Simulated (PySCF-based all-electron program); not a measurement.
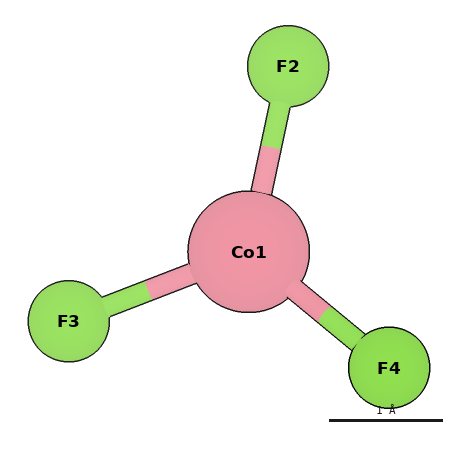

Source: calculation with PySCF-based all-electron program.

Numbered structure. State: neutral, quintet. Geometry: a fixed input geometry, not necessarily a minimum. Other spin states may lie lower.

What is the geometry at Co1?

Answer. Co1 has 3 neighbours (F2 at 1.73, F3 at 1.73, F4 at 1.73 Å); the arrangement is trigonal planar.
